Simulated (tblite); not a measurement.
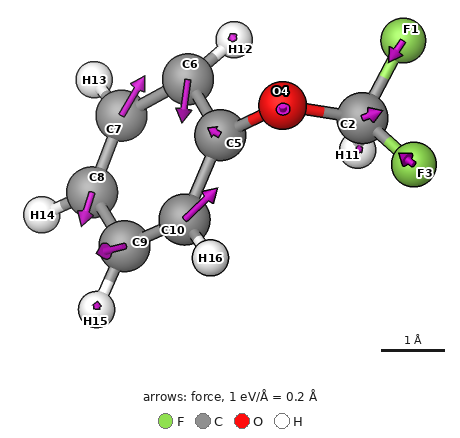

Starting geometry of C₇H₆F₂O (charge +1, multiplicity 2) with the computed forces as purple arrows. The picture is a ball-and-stick view, seen from a free direction.

These are results of GFN2-xTB geometry optimisation, gas phase (tblite), not measurements. 

Is this structure relaxed? If not, where do the atoms go?

It isn't relaxed: the largest force vector, on C atoms, is 3.89 eV/Å. The final displacements have little in common with the starting forces (cosine between the two patterns 0.19). The energy falls by 1.617 eV in 105 geometry steps. The largest move after the best rigid fit is that of O4, 1.15 Å. By element the largest moves are O 1.15 Å, F 1.10 Å, H 1.06 Å, C 0.66 Å. Near-neighbour distances that change, for instance: C7–C8 1.323 → 1.409 Å, C6–C7 1.457 → 1.371 Å, F1–C2 1.407 → 1.334 Å, C8–C9 1.463 → 1.405 Å. Bond angles that change, for instance: C2–O4–C5 112.4° → 127.0°, O4–C5–C6 118.3° → 126.2°, O4–C5–C10 121.7° → 114.2°. Groups turn about O4–C5 by about 90°, C2–O4 by about 85°.
